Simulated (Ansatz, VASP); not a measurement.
# Cross-check of ScF3 between VASP and Ansatz

Aim: how closely do two programs agree when they are given the same cell, functional and k mesh?

Method: plane waves, with VASP 6.6.1 beside it; single point at LDA, in Ansatz 0.2.0.

## Step 1: The starting structure

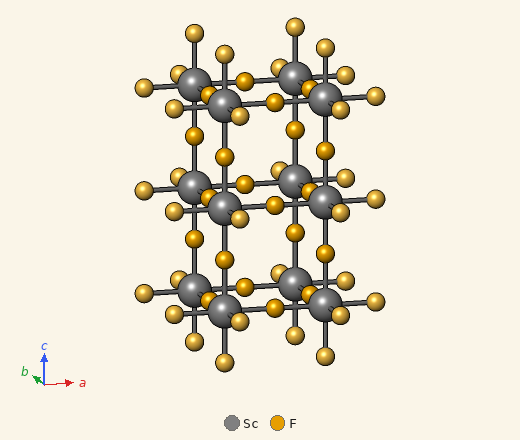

The cell as given, slightly off an axis (scandium grey, fluorine orange). 1×1×2 cells are drawn. Some periodic images of atoms are drawn too.

## Step 2: Ansatz: single point, LDA

Ansatz runs on its default PAW (the set named soft_2) files.

A single point gives forces, pressure and levels at one fixed geometry, so differences don't come from the geometry; what else differs is listed under the comparison.

File input.yaml:

```yaml
crystal:
  lattice:
    - [4.01245, 0.0, 0.0]
    - [0.0, 4.01245, 0.0]
    - [0.0, 0.0, 4.01245]
  atoms:
    - { symbol: Sc, position: [0.0, 0.0, 0.0] }
    - { symbol: F, position: [0.0, 0.0, 0.5] }
    - { symbol: F, position: [0.0, 0.5, 0.0] }
    - { symbol: F, position: [0.5, 0.0, 0.0] }
hamiltonian:
  xc: lda
  pseudopotentials: { kind: paw }
kpoints:
  mp_grid: { grid: [5, 5, 5] }
scf:
  occupations: { method: gaussian, width: 0.01 }
  n_extra_bands: 5
output:
  forces: true
  stress: true
  eigenvalues: true
```

Started as:

```sh
> ansatz run input.yaml --threads 2 --pin off --max-ram 4608MiB --backend cpu --events-out ev --progress --plain --runs-dir out
```

Numbers of over 12 decimals in the logs are rounded to 6 here.

What it wrote:

```text
scf.n_extra_bands = 5 over 16 filled bands (N_el = 32.0): the run solves 21 bands
Engine: ansatz 0.2.0, aarch64-unknown-linux-gnu
Pseudopotentials: kind: paw
Pseudopotential: Sc, paw, valence charge 11, recommended cutoff 420 eV (normal), Sc.paw.azcp
Pseudopotential: F, paw, valence charge 7, recommended cutoff 420 eV (normal), F.paw.azcp
Functional definition: SPW92
  exchange = slater_x
  correlation = pw_c
Crystal: 4 atoms, lattice volume = 64.599 Å³
Basis set: ecut = 420 eV, 1237 PW (Γ)
Bands: 21, of which v1, the nominal top of the filled ones, is band 16 counted from 1 (15 counted from 0)
Symmetry: 48 space group operations
Space group: Pm-3m (ITA 221), of the structure as read, at distance tolerance 4.0e-5 Å
k-points: 10 of 125
Non-local potential: Sc, projectors of the file, l = 0: 3, l = 1: 2, l = 2: 3, l = 3: 1
Non-local potential: F, projectors of the file, l = 0: 2, l = 1: 2, l = 2: 1
PAW form: soft (Blöchl's): semilocal exchange-correlation on the pseudo side does not see the compensation charge
PAW frozen core: Sc, regenerated for the run's functional, and the local potential with it (the file was generated under x = pbe(κ = 0.804, μ = 0.219515), c = pbe(β = 0.066725))
PAW frozen core: F, regenerated for the run's functional, and the local potential with it (the file was generated under x = pbe(κ = 0.804, μ = 0.219515), c = pbe(β = 0.066725))
PAW one-centre angular grid: Sc, 590 points (default); XC on 64 Gauss nodes
PAW one-centre angular grid: F, 110 points (default); XC on 64 Gauss nodes
Initial density: superposition of atomic densities (neutral atoms: chi_scale 0, normalization atom), corrected by the library's trained network
Initial wavefunctions: pseudopotential atomic-orbital guess
Functional: x = slater, c = lda
SCF iter   1: F=—  HF=-4477.827240 eV  |F-HF|=—  |Δ(HF+E_count)|=         —  Δρ=1.81e-2  dr2=1.53e-1  ethr=1.77e-3  ⟨swp⟩=6.0  Hψ=941  notcnv=0
preconditioner: auto → Resta (q_TF=auto, 2.427 Å⁻¹)  ε∞=3.1  [insulator: Δε(μ)=5.971 eV  Ē_g=17.345 eV  σ=0.010 eV  W_gap=1.00  n_scr=18 (ndim 8)  ℏωp=25.3 eV  f_vac=0.292  D(μ)=0.00/eV (n_scr^D=0)  ε∞_Penn≈3.1]
SCF iter   2: F=—  HF=-4477.788536 eV  |F-HF|=—  |Δ(HF+E_count)|=   3.87e-2  Δρ=6.03e-3  dr2=9.54e-3  ethr=4.77e-4  ⟨swp⟩=2.2  Hψ=424  notcnv=0  defer=10
SCF iter   3: F=—  HF=-4477.785731 eV  |F-HF|=—  |Δ(HF+E_count)|=   2.81e-3  Δρ=1.90e-3  dr2=1.32e-3  ethr=2.98e-5  ⟨swp⟩=2.2  Hψ=334  notcnv=0  defer=10
SCF iter   4: F=—  HF=-4477.785336 eV  |F-HF|=—  |Δ(HF+E_count)|=   3.94e-4  Δρ=3.10e-4  dr2=4.75e-5  ethr=4.12e-6  ⟨swp⟩=2.1  Hψ=387  notcnv=0  defer=10
SCF iter   5: F=—  HF=-4477.785335 eV  |F-HF|=—  |Δ(HF+E_count)|=   7.89e-7  Δρ=3.78e-5  dr2=1.21e-6  ethr=1.48e-7  ⟨swp⟩=2.0  Hψ=300  notcnv=0  defer=10
SCF iter   6: F=—  HF=-4477.785337 eV  |F-HF|=—  |Δ(HF+E_count)|=   1.59e-6  Δρ=1.20e-5  dr2=1.20e-7  ethr=3.13e-10  ⟨swp⟩=8.2  Hψ=921  notcnv=0
SCF iter   7: F=-4477.785337 eV  HF=-4477.785337 eV  |F-HF|=1.72e-8  |Δ(HF+E_count)|=   1.30e-7  Δρ=2.64e-6  dr2=5.91e-9  ethr=3.13e-10  ⟨swp⟩=4.9  Hψ=801  notcnv=0
SCF 1 converged in 7 iterations: F = -4477.785337 eV  dr2 = 5.91e-9
  greatest PAW one-centre occupation: 0.998 electrons in one spin orbital (limit 2), on the Sc atom at site 0 (counted from 0), in its partial waves of l = 0
SCF converged after 7 iterations
Free energy (F): -4477.785337 eV
Harris-Foulkes:  -4477.785337 eV  (|F-HF|=1.72e-8)
Internal energy: -4477.785337 eV  (E = F + TS)
E sigma→0 (E₀):  -4477.785337 eV
Fermi energy:    2.465384 eV
--- Per-component energies (eV) ---
  E_band       = -397.294779
  E_kinetic    = 876.693335
  E_local      = -3371.816597  (includes V_loc(G=0)·N_el)
  E_nonlocal   = 307.366705
  E_hartree    = 1268.732941
  E_xc         = -337.563206
  E_vxc        = -432.053385  (∫ρ·V_xc dr)
  E_paw        = -1470.583390  (= ΣΔE_a)
  E_vpaw       = -314.959675  (= ΣTr[D̂ρ^β])
  E_aug_tail   = 0.006134  (compensation charges beyond the density's cutoff)
  E_ewald      = -1751.265938
  E_core_change = 0.644678  (= ΣΔE_core)
  E_smearing   = -0.000000  (= −TS)
  E_closure    = -0.000000  (closes the sum)
  Σ components = -4477.785337   (vs F -4477.785337, Δ=0.00e0)
--- Forces (eV/Å), atoms counted from 1 ---
  atom   1  Sc    -0.00000000     0.00000000     0.00000000
  atom   2  F      0.00000000     0.00000000     0.00000000
  atom   3  F      0.00000000     0.00000000    -0.00000000
  atom   4  F      0.00000000    -0.00000000    -0.00000000
  max |Σ_I F_I| component: 2.92e-29 eV/Å
--- Stress (GPa, compression-positive) ---
       -2.971164      -0.000000       0.000000
        0.000000      -2.971164       0.000000
       -0.000000       0.000000      -2.971164
  P = ⅓ Tr σ = -2.9712 GPa (-29.712 kbar)
--- Band table (eV; the first three rows and the last of 10) ---
  k-point 0: bands = [... 12 lower, -1.1987, -1.1499, -1.1499, -1.1499, 5.6015, 5.6015, 5.6015, 7.0283, ... 1 higher]
  k-point 1: bands = [... 12 lower, -1.3701, -1.2434, -1.1641, -1.1641, 5.6156, 5.9193, 5.9193, 7.3789, ... 1 higher]
  k-point 2: bands = [... 12 lower, -1.7071, -1.3130, -1.1596, -1.1596, 5.6386, 6.4309, 6.4309, 7.3946, ... 1 higher]
  k-point 9: bands = [... 12 lower, -2.7790, -0.7041, -0.7041, -0.6707, 7.0881, 7.1070, 7.1070, 9.8997, ... 1 higher]
```

Elapsed: 1.3 s, on 2 threads of Arm Neoverse N1, shared host; peak memory 0.26 GiB; 1.9 s of CPU time.

In the SCF lines HF is the Harris–Foulkes energy and dr2 the Hartree energy of the density residual, in eV; the loop may stop once dr2 is under the threshold and the program's other checks hold. Hψ counts applications of the Hamiltonian.

The run ends at a pressure of -2.97 GPa.

## Step 3: VASP: single point, LDA

The same cell, functional (in two slightly different forms), mesh and smearing now go to VASP, with its own data sets and cutoff.

Lines of VASP's logs that name or quote its potential files are left out, and so is its time.

File INCAR:

```
SYSTEM = ScF3
PREC = Accurate
ENCUT = 520
EDIFF = 1E-07
NELM = 100
ISMEAR = 0
SIGMA = 0.01
LREAL = .FALSE.
ALGO = Normal
GGA = CA
NBANDS = 22
LASPH = .TRUE.
LORBIT = 11
LWAVE = .FALSE.
LCHARG = .FALSE.
KPAR = 4
```

File POSCAR:

```
ScF3
1.0
    4.0124500000      0.0000000000      0.0000000000
    0.0000000000      4.0124500000      0.0000000000
    0.0000000000      0.0000000000      4.0124500000
Sc F
1 3
Direct
    0.0000000000      0.0000000000      0.0000000000
    0.0000000000      0.0000000000      0.5000000000
    0.0000000000      0.5000000000      0.0000000000
    0.5000000000      0.0000000000      0.0000000000
```

File KPOINTS:

```
Automatic mesh
0
Gamma
5 5 5
0 0 0
```

Potentials, in the order of the species: Sc_sv and F (PBE family, release 64).

Started as:

```sh
> mpirun -np 4 vasp_std
```

What it wrote:

```text
[banner, memory and clock lines left out]
running    4 mpi-ranks, on    1 nodes
 distrk:  each k-point on    1 cores,    4 groups
 distr:  one band on    1 cores,    1 groups

 POSCAR found type information on POSCAR ScF
 POSCAR found :  2 types and       4 ions
|                                                                             |
|               ----> ADVICE to this user running VASP <----                  |
|                                                                             |
|     You enforced a specific xc type in the INCAR file but a different       |
|     [... a line on the potential file left out ...]
|     I HOPE YOU KNOW WHAT YOU ARE DOING!                                     |
|                                                                             |

 LDA part: xc-table for (Slater(with rela. corr.)+CA(PZ))
 , standard interpolation
 POSCAR, INCAR and KPOINTS ok, starting setup
 FFT: planning ... GRIDC
 FFT: planning ... GRID_SOFT
 FFT: planning ... GRID
 WAVECAR not read
 entering main loop
       N       E                     dE             d eps       ncg     rms          rms(c)
DAV:   1     0.430408592422E+03    0.43041E+03   -0.15669E+04   440   0.149E+03
DAV:   2     0.124589741594E+02   -0.41795E+03   -0.40054E+03   556   0.465E+02
DAV:   3    -0.326841548385E+02   -0.45143E+02   -0.44559E+02   620   0.168E+02
DAV:   4    -0.338900966048E+02   -0.12059E+01   -0.12042E+01   578   0.285E+01
DAV:   5    -0.339206946816E+02   -0.30598E-01   -0.30593E-01   570   0.429E+00    0.163E+01
DAV:   6    -0.298648405318E+02    0.40559E+01   -0.13731E+01   690   0.498E+01    0.746E+00
DAV:   7    -0.297988938766E+02    0.65947E-01   -0.11952E+00   616   0.775E+00    0.430E+00
DAV:   8    -0.297493612764E+02    0.49533E-01   -0.38982E-01   656   0.608E+00    0.103E+00
DAV:   9    -0.297360338272E+02    0.13327E-01   -0.39050E-02   536   0.154E+00    0.308E-01
DAV:  10    -0.297356735918E+02    0.36024E-03   -0.49937E-03   566   0.106E+00    0.183E-01
DAV:  11    -0.297354033881E+02    0.27020E-03   -0.49372E-03   642   0.824E-01    0.103E-01
DAV:  12    -0.297353073923E+02    0.95996E-04   -0.82774E-04   598   0.462E-01    0.342E-02
DAV:  13    -0.297352954466E+02    0.11946E-04   -0.36208E-05   570   0.817E-02    0.196E-02
DAV:  14    -0.297352885630E+02    0.68835E-05   -0.33359E-05   630   0.694E-02    0.254E-03
DAV:  15    -0.297352885899E+02   -0.26898E-07   -0.10626E-06   580   0.114E-02    0.612E-04
DAV:  16    -0.297352885893E+02    0.63164E-09   -0.36833E-08   286   0.169E-03
   1 F= -.29735289E+02 E0= -.29735289E+02  d E =-.140817E-82
```

OUTCAR, selected parts (step 3):

```text
ion  position               nearest neighbor table
   1  0.000  0.000  0.000-   2 2.01   3 2.01   4 2.01   2 2.01   3 2.01   4 2.01
   2  0.000  0.000  0.500-   1 2.01   1 2.01
   3  0.000  0.500  0.000-   1 2.01   1 2.01
   4  0.500  0.000  0.000-   1 2.01   1 2.01

  LATTYP: Found a simple cubic cell.
 ALAT       =     4.0124500000

 Subroutine GETGRP returns: Found 48 space group operations
 (whereof 48 operations were pure point group operations)

The static configuration has the point symmetry O_h .

 Found     10 irreducible k-points:

   k-points           NKPTS =     10   k-points in BZ     NKDIM =     10   number of bands    NBANDS=     22

   dimension x,y,z NGX =    30 NGY =   30 NGZ =   30
   dimension x,y,z NGXF=    60 NGYF=   60 NGZF=   60

   ENCUT  =  520.0 eV  38.22 Ry    6.18 a.u.   7.46  7.46  7.46*2*pi/ulx,y,z

   NELECT =      32.0000    total number of electrons

 k-points in reciprocal lattice and weights: Automatic mesh
   0.00000000  0.00000000  0.00000000       0.008
   0.20000000  0.00000000  0.00000000       0.048
   0.40000000  0.00000000  0.00000000       0.048
   0.20000000  0.20000000  0.00000000       0.096
   0.40000000  0.20000000  0.00000000       0.192
   0.40000000  0.40000000  0.00000000       0.096
   0.20000000  0.20000000  0.20000000       0.064
   0.40000000  0.20000000  0.20000000       0.192
   0.40000000  0.40000000  0.20000000       0.192
   0.40000000  0.40000000  0.40000000       0.064

 average (electrostatic) potential at core
       1 -50.7724       2 -79.4972       3 -79.4972       4 -79.4972

 E-fermi :  -3.8133

 k-point     1 :       0.0000    0.0000    0.0000
  band No.  band energies     occupation
    ...
     12      -4.4758      2.00000
     13      -4.4758      2.00000
     14      -4.4206      2.00000
     15      -4.4206      2.00000
     16      -4.4206      2.00000
     17       2.2882      0.00000
     18       2.2882      0.00000
     19       2.2882      0.00000
     20       3.7275      0.00000
     21       4.0543      0.00000
    ...

 k-point     2 :       0.2000    0.0000    0.0000
  band No.  band energies     occupation
    ...
     12      -4.6477      2.00000
     13      -4.6477      2.00000
     14      -4.5201      2.00000
     15      -4.4363      2.00000
     16      -4.4363      2.00000
     17       2.3024      0.00000
     18       2.6082      0.00000
     19       2.6082      0.00000
     20       4.0644      0.00000
     21       4.1904      0.00000
    ...

 k-point     3 :       0.4000    0.0000    0.0000
  band No.  band energies     occupation
    ...
     12      -4.9895      2.00000
     13      -4.9895      2.00000
     14      -4.5905      2.00000
     15      -4.4330      2.00000
     16      -4.4330      2.00000
     17       2.3255      0.00000
     18       3.1222      0.00000
     19       3.1222      0.00000
     20       4.0802      0.00000
     21       5.0773      0.00000
    ...

  Total       -0.9887507     -0.9887507     -0.9887507     -0.0000000      0.0000000     -0.0000000
  in kB      -24.5227110    -24.5227110    -24.5227110     -0.0000000      0.0000000     -0.0000000
  external PRESSURE =     -24.5227110 kB  Pullay stress =       0.0000000 kB

  energy-cutoff  :      520.00
  volume of cell :       64.60
      direct lattice vectors                 reciprocal lattice vectors
     4.012450000  0.000000000  0.000000000     0.249224289  0.000000000  0.000000000
     0.000000000  4.012450000  0.000000000     0.000000000  0.249224289  0.000000000
     0.000000000  0.000000000  4.012450000     0.000000000  0.000000000  0.249224289

 POSITION                                       TOTAL-FORCE (eV/Angst)
 -----------------------------------------------------------------------------------
      0.00000      0.00000      0.00000         0.000000      0.000000      0.000000
      0.00000      0.00000      2.00623         0.000000      0.000000      0.000000
      0.00000      2.00623      0.00000         0.000000      0.000000      0.000000
      2.00623      0.00000      0.00000         0.000000      0.000000      0.000000
 -----------------------------------------------------------------------------------
    total drift:                                0.000000      0.000000      0.000000

  FREE ENERGIE OF THE ION-ELECTRON SYSTEM (eV)
  ---------------------------------------------------
  free  energy   TOTEN  =       -29.7352885893 eV

  energy  without entropy=      -29.7352885893  energy(sigma->0) =      -29.73528859

 total charge
# of ion       s       p       d       tot
------------------------------------------
    1        2.201   6.276   0.990   9.467
    2        1.728   4.367   0.000   6.095
    3        1.728   4.367   0.000   6.095
    4        1.728   4.367   0.000   6.095
--------------------------------------------------
tot          7.386  19.377   0.990  27.753

[... 3 further parts left out ...]
```

The run ends at a pressure of -2.45 GPa.

## Step 4: Differences

Known differences besides the PAW data sets themselves: the two LDA forms differ slightly; the cutoff is 420 eV in Ansatz and 520 eV in VASP; Ansatz makes its cores anew for this functional, VASP keeps those of its PBE data sets. Total energies have different zeros and are not compared.

Both answers:

```
              quantity  Ansatz   VASP  difference
        pressure (GPa)   -2.97  -2.45       -0.52
gap on the k mesh (eV)   6.272  6.237      +0.036
```

Ansatz's pressure holds a Pulay correction of 0.76 GPa; VASP's holds none.

## Step 5: Summary of results

| Quantity | Value |
| --- | --- |
| difference in gap on the k mesh (single point, LDA) | 0.036 eV |
| difference in pressure (single point, LDA) | -0.52 GPa |

**Reading.** The difference in pressure is -0.52 GPa (single point, LDA), within the 1 GPa picked in this series as the mark of a large difference. How closely two codes agree says nothing of how well the functional describes the real material.

[Lines on the potential files, build, host, timing and source positions are cut from VASP's logs without a mark.]

[Logs are printed without paths, hosts, clocks, repeated set-up lines and the standing remarks that a program may print on its own settings, such as how far it seeks lower states.]

[Hosts, paths, dates, database ids (printed as entryN), source tags and the programs' standing remarks are cut or masked in the printed files.]
